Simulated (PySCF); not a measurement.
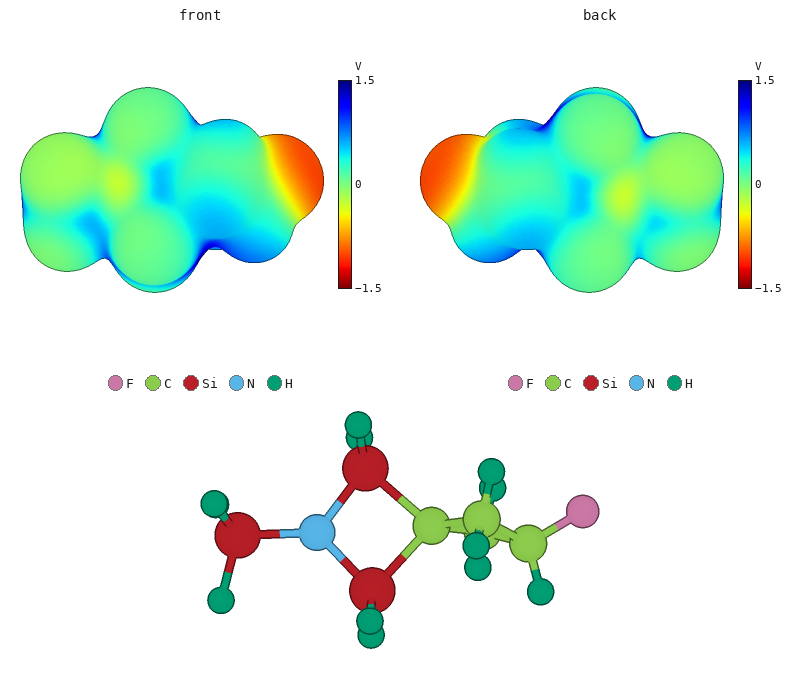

*C$_{4}$H$_{12}$FNSi$_{3}$ (SMILES FC1CC2(C1)[SiH2]N([SiH3])[SiH2]2). The molecular electrostatic potential painted on the density surface at 0.001 e/bohr³, seen from the front and from behind; red is negative and blue positive. The bare structure is drawn below in the same view.*

Geometry: GFN2-xTB.

The calculation used PBE0/pcSseg-1, SCF density, gas phase, non-relativistic in PySCF 2.14.0.

Input file:

```
{"job": {"kind": "nmr", "xc": "PBE0", "basis": "pcSseg-1"}, "charge": 0, "multiplicity": 1}
F     -3.994127    -0.044151     0.414152
C     -2.778257     0.485984     0.037805
C     -1.704769     0.512050     1.121367
C     -0.702022    -0.041376     0.089509
C     -1.894734    -0.424250    -0.809450
Si     0.667456    -1.294064     0.565520
N      1.784895    -0.126138    -0.125084
Si     3.510050    -0.213507    -0.246679
Si     0.651165     1.123193    -0.607092
H     -2.994251     1.458991    -0.412810
H     -1.484447     1.479963     1.567883
H     -1.936243    -0.201887     1.911344
H     -2.192460    -1.466606    -0.698294
H     -1.825141    -0.184766    -1.868790
H      0.876395    -1.495485     1.999130
H      0.660029    -2.565381    -0.157639
H      3.860800    -1.470104    -0.914482
H      3.928656     0.949507    -1.027798
H      4.092082    -0.185655     1.099517
H      0.840595     2.381443     0.115063
H      0.625408     1.339183    -2.053646
```

Launched as:

```sh
OMP_NUM_THREADS=1 python probes_run.py task.json out
```

Question: Which sites attract a positive test charge, and which a negative one?

Answer: A positive charge is drawn to the negative regions and a negative charge to the positive ones. The most negative region (about −1.0 V) lies over F1, the most positive (about +1.3 V) over Si6, Si8 and Si9.

Question: What dipole moment does the calculation give?

Answer: Its dipole moment is 1.12 D.
